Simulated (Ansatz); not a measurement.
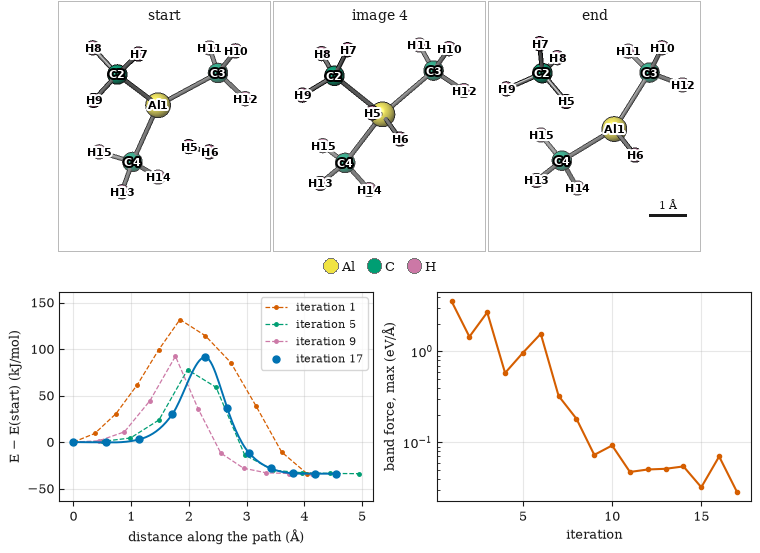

NEB run on C3H11Al, made up of C3H9Al and H$_{2}$. Images are numbered from 0 (start) to 10 (end). The plot follows the band through its iterations. Style: ball-and-stick. Shown from a free direction.

Computed with RKS PBE0-D4/def2-SVP in Ansatz. Settings: 9 movable images; climbing image; force threshold 0.03 eV/Å; iteration limit 60; starting path through a guess of the saddle point.

### How did the profile develop, and is the result final?

The result is final at these settings. The band converged in 17 iterations. The largest component of the band force went from 3.6 to 0.028 eV/Å. The climbing image converged on the top of the path. Its vibrational analysis gives one imaginary mode (1244i cm⁻¹), as a transition state must have. The first iteration put the highest image at 131.8 kJ/mol. Forward barrier 91.3 kJ/mol, backward barrier 125.3 kJ/mol, with image 4 at the top; the reaction energy is −34.0 kJ/mol.

Limits of the set-up: the start holds two separate molecules, 2.3 Å apart at their closest, whose relative position is a soft coordinate.

The run took 5.8 min on 2 threads of Arm Neoverse V2, on a shared host, peak memory 0.27 GiB.
